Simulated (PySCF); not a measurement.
# C5H8SSi: reorganisation energies

Aim: compute the reorganisation energies of C5H8SSi (`C=C/C=C(\[SiH3])C=S`).

Programs: PySCF 2.14.0, with routines of our own; each step states its level. All values are computed. Atoms count from 0.

### 1 The system as given

15 atoms, charge 0, multiplicity 1; geometry from: GFN2-xTB.

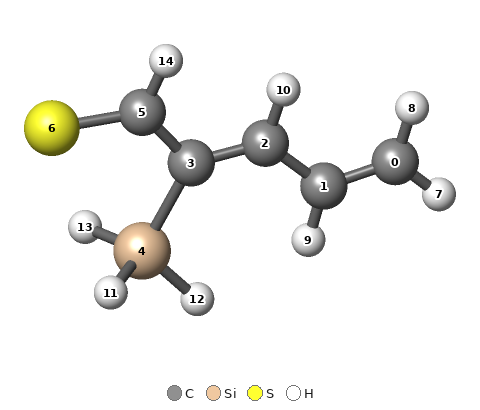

The starting geometry (carbon grey, silicon light orange, sulfur yellow, hydrogen white).

### 2 Geometry optimisation at BHandHLYP/def2-SV(P)

What the job is given:

```
{"job": {"xc": "BHandHLYP", "basis": "def2-SV(P)", "grid": 1, "kind": "geom"}, "charge": 0, "multiplicity": 1}
C      2.799905    -0.748668    -0.071843
C      1.465978    -0.747813    -0.142397
C      0.698395     0.458728    -0.176291
C     -0.654842     0.560450    -0.260471
Si    -1.935389    -0.839861    -0.391143
C     -1.222752     1.863661    -0.264002
S     -2.829373     2.133493    -0.384014
H      3.368587    -1.661686    -0.041806
H      3.363067     0.170466    -0.043042
H      0.924430    -1.681209    -0.172663
H      1.281944     1.375774    -0.128014
H     -2.821171    -0.761013     0.766071
H     -1.251278    -2.136610    -0.372513
H     -2.631980    -0.700413    -1.665789
H     -0.559936     2.722691    -0.179649
```

Started as:

```
OMP_NUM_THREADS=1 python excited_run.py task.json out
```

The driver reads the jobs from task.json and runs them one after another.

The log of the run:

```text
step   0  E = -882.45957258  max force = 0.019392
step   1  E = -882.46245518  max force = 0.005748
step   2  E = -882.46091733  max force = 0.012934
step   3  E = -882.46253228  max force = 0.005135
step   4  E = -882.46280254  max force = 0.002222
step   5  E = -882.46275855  max force = 0.001571
step   6  E = -882.46282893  max force = 0.000646
step   7  E = -882.46285160  max force = 0.000450
step   8  E = -882.46284888  max force = 0.000877
step   9  E = -882.46285365  max force = 0.000123
optimisation converged
```

Run time: 84 s. Hardware: 1 thread of Arm Neoverse N1, shared host; peak memory 0.57 GiB.

Step by step: (the energy doesn't fall at every step)

```csv
step,energy from step 0 (eV),largest force component (eV/Å)
0,0.0000,0.9972
1,-0.0784,0.2956
2,-0.0366,0.6651
3,-0.0805,0.2641
4,-0.0879,0.1143
5,-0.0867,0.0808
6,-0.0886,0.0332
7,-0.0892,0.0231
8,-0.0892,0.0451
9,-0.0893,0.0063
```

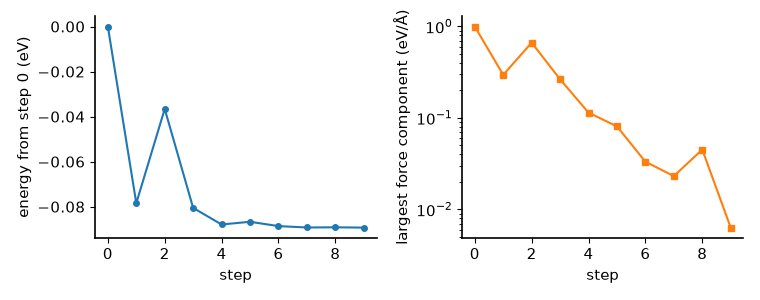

Energy and largest force along the relaxation.

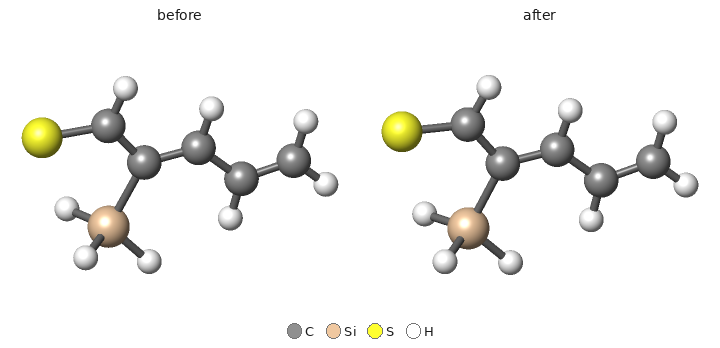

The geometry before (left) and after (right).

Distances of close pairs at the start and the end, largest changes first:

```csv
bond,before (Å),after (Å),change (Å)
C3–C5,1.422,1.451,+0.030
Si4–H13,1.459,1.481,+0.022
Si4–H11,1.459,1.481,+0.022
Si4–H12,1.466,1.486,+0.020
C1–C2,1.430,1.448,+0.018
C5–S6,1.634,1.622,-0.012
C0–H7,1.076,1.087,+0.011
C0–H8,1.078,1.089,+0.010
```

The final coordinates are the input of the step that follows.

```csv
at the end point,value
point group (found at 0.08 Å tolerance),Cs
"rotational constants (GHz, main isotopes)","3.354, 0.906, 0.719"
dipole moment (D),3.84
```

### 3 Relaxation after adding or removing an electron (C5H8SSi+ (doublet)): UKS BHandHLYP/def2-SV(P)

What the job is given:

```
{"job": {"kind": "ionopt", "ions": [1], "xc": "BHandHLYP", "basis": "def2-SV(P)", "grid": 1}, "charge": 1, "multiplicity": 2}
C      2.623546    -0.743629     0.045613
C      1.290659    -0.770149    -0.039336
C      0.495741     0.439759    -0.075286
C     -0.853013     0.562763    -0.159042
Si    -2.113656    -0.846738    -0.258870
C     -1.379372     1.915265    -0.172244
S     -2.946410     2.323666    -0.258066
H      3.208110    -1.659345     0.071785
H      3.171757     0.195812     0.091405
H      0.776832    -1.725264    -0.083056
H      1.079960     1.361138    -0.026640
H     -3.026056    -0.818145     0.907902
H     -1.388135    -2.143256    -0.241022
H     -2.882211    -0.770316    -1.522981
H     -0.625997     2.708567    -0.118444
```

Method: UKS BHandHLYP/def2-SV(P) geometry optimisation of the ion from the geometry of its parent, gas phase.

The log of the run:

```text
step       E/Eh        max force   <S^2>
  0    -882.14149378   0.088869   0.8637
  1    -882.15510503   0.021825   0.8986
  2    -882.15458052   0.014234   0.8978
  3    -882.15608229   0.007241   0.8964
  4    -882.15617058   0.005121   0.8926
  5    -882.15635770   0.003386   0.8938
  6    -882.15644343   0.001070   0.8952
  7    -882.15642410   0.001683   0.8958
  8    -882.15646720   0.000252   0.8955
  9    -882.15647029   0.000205   0.8954
optimisation converged
```

Run time: 3 min. Hardware: 1 thread of Arm Neoverse N1, shared host; peak memory 0.61 GiB.

In short:

```csv
quantity,value
geometry moved (RMSD),0.041 Å
⟨S²⟩,0.895
```

Bonds of the start that changed most:

```csv
bond,start (Å),end (Å)
C2–C3,1.357,1.413
C1–C2,1.448,1.404
C5–S6,1.622,1.666
C3–Si4,1.894,1.936
C3–C5,1.451,1.415
C0–C1,1.336,1.369
```

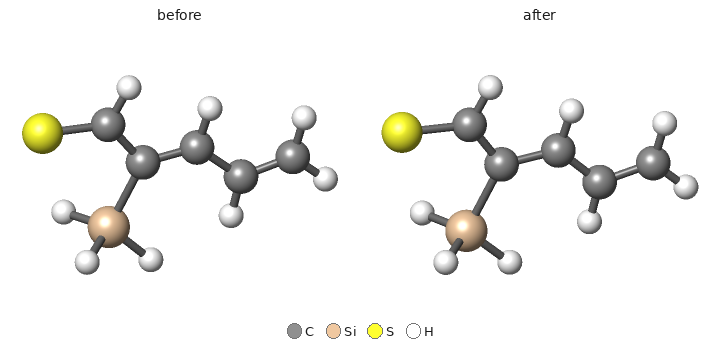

Before and after.

Mulliken spin populations:

C0 0.42; C1 -0.08; C2 0.06; C3 0.35; Si4 -0.02; C5 -0.37; S6 0.66; H7 -0.02; H8 -0.02; H9 0.00; H10 0.00; H11 0.01; H12 0.00; H13 0.01; H14 0.01

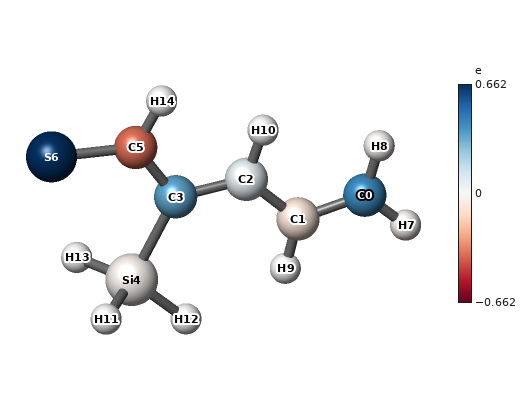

Mulliken spin populations, as colours on the atoms.

### 4 Relaxation after adding or removing an electron (C₅H₈SSi− (doublet)): UKS BHandHLYP/def2-SV(P)

The job, as its differences from that of step 3:

```diff
@@ -1,2 +1,2 @@
-{"job": {"kind": "ionopt", "ions": [1], "xc": "BHandHLYP", "basis": "def2-SV(P)", "grid": 1}, "charge": 1, "multiplicity": 2}
+{"job": {"kind": "ionopt", "ions": [-1], "xc": "BHandHLYP", "basis": "def2-SV(P)", "grid": 1}, "charge": -1, "multiplicity": 2}
 C      2.623546    -0.743629     0.045613
```

Level: UKS BHandHLYP/def2-SV(P) geometry optimisation of the ion from the geometry of its parent, gas phase.

The log of the run:

```text
step       E/Eh        max force   <S^2>
  0    -882.49465801   0.073185   0.8053
  1    -882.50895689   0.008535   0.8222
  2    -882.50891718   0.006011   0.8233
  3    -882.50954188   0.003362   0.8231
  4    -882.50928477   0.005574   0.8233
  5    -882.50969412   0.001847   0.8232
  6    -882.50972793   0.000902   0.8230
  7    -882.50973606   0.000798   0.8232
  8    -882.50974011   0.000865   0.8231
  9    -882.50974697   0.000301   0.8230
optimisation converged
```

Wall time 2.6 min (1 thread of Arm Neoverse N1, shared host); peak memory 0.64 GiB.

In short:

```csv
quantity,value
geometry moved (RMSD),0.087 Å
⟨S²⟩,0.823
```

Bonds of the start that changed most:

```csv
bond,start (Å),end (Å)
C5–S6,1.622,1.690
C2–C3,1.357,1.415
C3–C5,1.451,1.395
C1–C2,1.448,1.409
C0–C1,1.336,1.368
C3–Si4,1.894,1.870
```

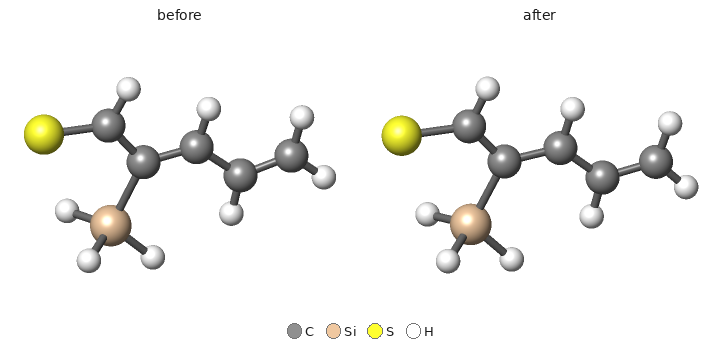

Before and after.

### 5 Reorganisation energies: UKS BHandHLYP/def2-SV(P)

The job, as its differences from that of step 4:

```diff
@@ -1,2 +1,2 @@
-{"job": {"kind": "ionopt", "ions": [-1], "xc": "BHandHLYP", "basis": "def2-SV(P)", "grid": 1}, "charge": -1, "multiplicity": 2}
+{"job": {"kind": "reorg", "ions": [1, -1], "xc": "BHandHLYP", "basis": "def2-SV(P)", "grid": 1}, "charge": 0, "multiplicity": 1}
 C      2.623546    -0.743629     0.045613
```

Method: UKS BHandHLYP/def2-SV(P) four-point reorganisation energy, gas phase.

The log of the run:

```text
final grid: 58408 points
cycle   1  E = -882.4102273209  dE =  8.527e-01  |g| = 3.572e-01  |ddm| = 4.054e+00
cycle   2  E = -882.4071007656  dE =  3.127e-03  |g| = 4.261e-01  |ddm| = 1.368e+00
cycle   3  E = -882.4611861335  dE = -5.409e-02  |g| = 6.873e-02  |ddm| = 9.072e-01
cycle   4  E = -882.4625282518  dE = -1.342e-03  |g| = 3.244e-02  |ddm| = 1.271e-01
cycle   5  E = -882.4628200971  dE = -2.918e-04  |g| = 1.046e-02  |ddm| = 5.128e-02
cycle   6  E = -882.4628514360  dE = -3.134e-05  |g| = 1.653e-03  |ddm| = 1.445e-02
cycle   7  E = -882.4628532987  dE = -1.863e-06  |g| = 9.231e-04  |ddm| = 6.036e-03
cycle   8  E = -882.4628535988  dE = -3.001e-07  |g| = 3.761e-04  |ddm| = 2.483e-03
cycle   9  E = -882.4628536478  dE = -4.894e-08  |g| = 1.012e-04  |ddm| = 9.598e-04
cycle  10  E = -882.4628536508  dE = -3.073e-09  |g| = 3.635e-05  |ddm| = 1.655e-04
cycle  11  E = -882.4628536513  dE = -4.184e-10  |g| = 9.042e-06  |ddm| = 7.758e-05
converged SCF energy = -882.4628536513

hole transfer: vertical 8.5666 eV, relaxation of the ion converged
  adiabatic 8.3371 eV, lambda(ion) 0.2295, lambda(parent) 0.2370, total 0.4665 eV

electron transfer: vertical 0.9550 eV, relaxation of the ion converged
  adiabatic 1.2760 eV, lambda(ion) 0.3210, lambda(parent) 0.3322, total 0.6532 eV
```

Wall time 5.9 s (1 thread of Arm Neoverse N1, shared host); peak memory 0.59 GiB.

### 6 What came out

```
                                                         quantity                 value
                                                      point group                    Cs
                             rotational constants (main isotopes)  3.35, 0.91, 0.72 GHz
         geometry moved (RMSD) (step 3, UKS BHandHLYP/def2-SV(P))               0.041 Å
         geometry moved (RMSD) (step 4, UKS BHandHLYP/def2-SV(P))               0.087 Å
    hole reorganisation energy (step 5, UKS BHandHLYP/def2-SV(P))             0.4665 eV
electron reorganisation energy (step 5, UKS BHandHLYP/def2-SV(P))             0.6532 eV
```

In words: The optimisation took 9 steps and gained 0.089 eV; among the close pairs (by a distance rule), C3–C5 changed most, from 1.422 to 1.451 Å. No frequency check was run at this level, so the end point may be a saddle. In step 3 the state is spin-contaminated. In step 3 (relaxation after adding or removing an electron), among the bonds C2–C3 changes most, from 1.357 to 1.413 Å. In step 4 (relaxation after adding or removing an electron), among the bonds C5–S6 changes most, from 1.622 to 1.690 Å. In step 5 the cation is spin-contaminated.
